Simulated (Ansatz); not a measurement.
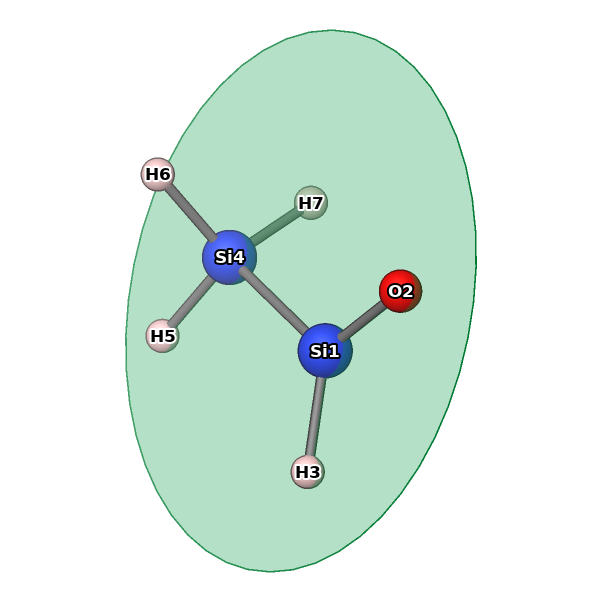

A disc through the centre of mass is drawn in. Distant atoms are faded towards the background colour. The computed geometry is a stationary point of PBE0-D4/def2-TZVP, a saddle point of order 1.

> Is the plane of the disc a mirror plane of the structure?

Yes. The reflection leaves Si1, O2, H3, Si4, H5 in place and moves H6 ↔ H7. The point group is Cs.
